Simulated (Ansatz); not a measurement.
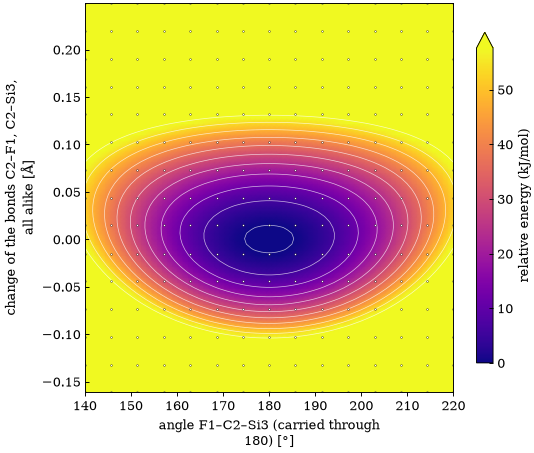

CFSi, SMILES FC#[Si-], charge −1. The first coordinate is: angle F1–C2–Si3 (carried through 180); the second: change of the bonds C2–F1, C2–Si3, all alike. Nothing is relaxed (all other coordinates rigid). The grid has 15 × 15 points; 120 points were computed and 105 follow by symmetry. Points are written as (first, second). Energies are in kJ/mol, from the lowest grid point. All numbers below come from RHF/def2-TZVPD in Ansatz 0.2.0.

In the figure: a smooth colour map with a few white contour lines, dots at the grid points, one colour for all values above the top of the scale. Between grid points the surface is interpolated.

**Where is the minimum, and how stiff is the well along each coordinate?**

The interpolated minimum is at the first coordinate ≈ 180.0°, the second coordinate ≈ 0.000 Å. The curvatures there are about 2.4 eV/rad² and 95 eV/Å², with a cross term of about 0 eV/(rad·Å). Round the minimum the two coordinates are nearly uncoupled. (1 eV is 96.5 kJ/mol.)
